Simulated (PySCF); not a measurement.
# UMP2/STO-3G run of SiNH4 (SMILES [NH][SiH3])

Aim: the energy change on altering one bond length of SiNH4 at UMP2/STO-3G, from 2 runs. 

The results are computed with PySCF 2.14.0.

8 further runs of the same task are left out: 8 set aside as unsound or not needed.

## Step 1: Starting point

The species is SiNH4 (6 atoms), meant as a doublet with charge 0. SMILES: `[NH][SiH3]`. The coordinates come from a PBE0-D4/def2-TZVP relaxation.

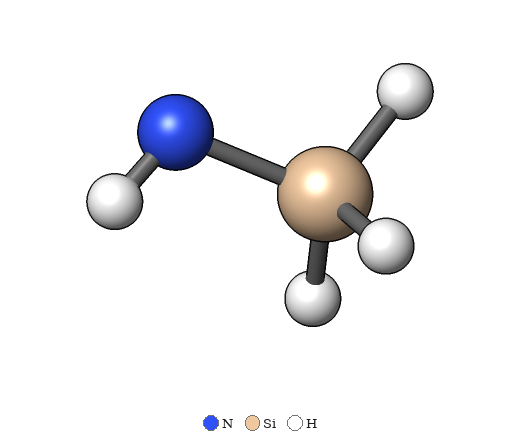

Viewed from a chosen angle; nitrogen blue, silicon light orange, hydrogen white.

## Step 2: A single-point energy at UMP2/STO-3G

input.py

```python
# [NH][SiH3]
from pyscf import gto, mp

mol = gto.M(
    atom='''
N      1.118907    -1.578299     1.718706
Si    -0.384937     0.656869    -0.207870
H      1.743839    -3.100474     0.704301
H     -2.476675    -0.533470    -1.673352
H      1.491939     1.723052    -2.019928
H     -1.413704     2.711379     1.391216
''',
    basis='sto-3g',
    max_memory=1860,
    verbose=3,
    unit='bohr',
    spin=1,
)

mf = mol.UHF()
mf.conv_tol = 1e-10
mf.kernel()
if not mf.converged:
    mf = mf.newton().run(mf.mo_coeff, mf.mo_occ)

pt = mp.MP2(mf, frozen=6).run()
e_final = pt.e_tot
print('E(%s) = %.9f' % ('MP2', e_final))
```

Run with:

```bash
$ OMP_NUM_THREADS=1 python input.py
```

Log:

```text
converged SCF energy = -341.626066708709  <S^2> = 0.75882792  2S+1 = 2.0088085
E(UMP2) = -341.694601278243  E_corr = -0.0685345695346976
E(SCS-UMP2) = -341.704645970329  E_corr = -0.0785792616200792
E(MP2) = -341.694601278
```

Run time: 0.66 s. Hardware: 1 thread of Intel Xeon Platinum 8375C at 2.90GHz (Ice Lake), shared host; peak memory 0.12 GiB.

## Step 3: The distorted shape, same level

calc.py

```python
from pyscf import gto, mp

system = gto.M(
    atom='''
N      3.628941    -0.149923     3.477249
Si     2.125097     2.085245     1.550673
H      4.253874    -1.672098     2.462844
H     -2.476675    -0.533470    -1.673352
H      4.001973     3.151428    -0.261385
H      1.096330     4.139755     3.149760
''',
    spin=1,
    verbose=3,
    max_memory=1860,
    charge=0,
    unit='bohr',
    basis='sto-3g',
)

calc0 = system.UHF()
calc0.conv_tol = 1e-10
calc0.kernel()
if not calc0.converged:
    calc0 = calc0.newton().run(calc0.mo_coeff, calc0.mo_occ)

pt = mp.MP2(calc0, frozen=6).run()
e_tot = pt.e_tot
print(f'total energy: {e_tot:.8f} hartree')
```

Run with:

```bash
$ OMP_NUM_THREADS=1 python calc.py
```

Log:

```text
converged SCF energy = -341.405863826874  <S^2> = 0.75025115  2S+1 = 2.0002511
E(UMP2) = -341.534581086728  E_corr = -0.12871725985355
E(SCS-UMP2) = -341.544312740164  E_corr = -0.138448913290034
total energy: -341.53458109 hartree
```

Run time: 0.7 s. Hardware: 1 thread of Intel Xeon Platinum 8375C at 2.90GHz (Ice Lake), shared host; peak memory 0.12 GiB.

## Step 4: Outcome

Level: UMP2/STO-3G, 6 core orbitals frozen.

| quantity | value |
| --- | --- |
| first shape: total energy | -341.69460 Eh |
| first shape: dipole moment (Hartree–Fock density) | 1.58 D |
| first shape: HOMO energy (Hartree–Fock orbitals) (highest over α and β) | -8.28 eV |
| first shape: LUMO energy (Hartree–Fock orbitals) (lowest over α and β) | 8.35 eV |
| first shape: correlation energy (6 core orbitals frozen) | -68.5 mEh |
| first shape: ⟨S²⟩ of the reference determinant | 0.759 |
| distorted shape: total energy | -341.53458 Eh |
| distorted shape: dipole moment (Hartree–Fock density) | 2.27 D |
| distorted shape: HOMO energy (Hartree–Fock orbitals) (highest over α and β) | -6.49 eV |
| distorted shape: LUMO energy (Hartree–Fock orbitals) (lowest over α and β) | 4.57 eV |
| distorted shape: correlation energy (6 core orbitals frozen) | -128.7 mEh |
| distorted shape: ⟨S²⟩ of the reference determinant | 0.750 |
| energy change with the Si2–H4 bond stretched from 1.491 to 3.280 Å | 4.354 eV |

What this shows: With the Si2–H4 bond stretched from 1.491 to 3.280 Å the energy rises by 4.35 eV (420 kJ/mol). The first shape isn't relaxed at this level, so the change isn't measured from a minimum. The minimal basis adds a large error of its own. Mulliken charges (distorted shape) of the mean-field density run from -0.43 on N1 to +0.62 on Si2.
